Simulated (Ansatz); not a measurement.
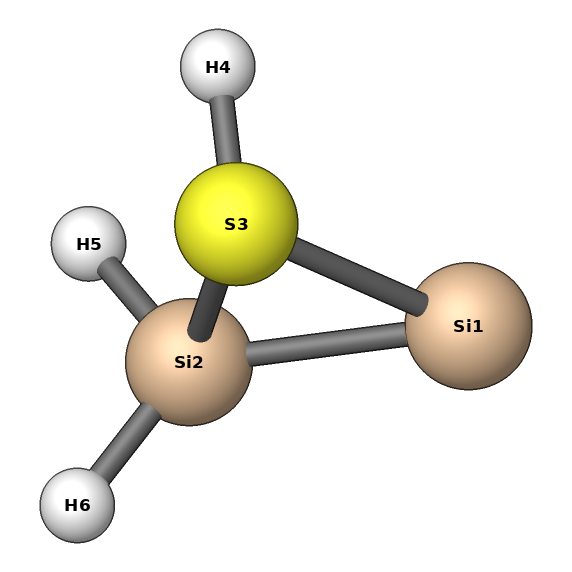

The questions are on Mulliken charges. State: neutral, doublet. The computed structure is the end point of a PBE0-D4/def2-TZVP optimisation. No frequency run is at hand to confirm it as a minimum. Properties computed with UKS PBE0-D4/def2-TZVP (Ansatz 0.2.0).

Which atom carries the highest charge (most positive or least negative)?

Answer. H4 (0.19 e).

And the lowest?

Answer. S3 (−0.17 e).

Give the Mulliken charges atom by atom.

```tsv
atom	value (e)
Si1	−0.09
Si2	0.07
S3	−0.17
H4	0.19
H5	0.00
H6	0.00
```

Mulliken values depend strongly on the basis set and can even reverse the polarity of a bond.
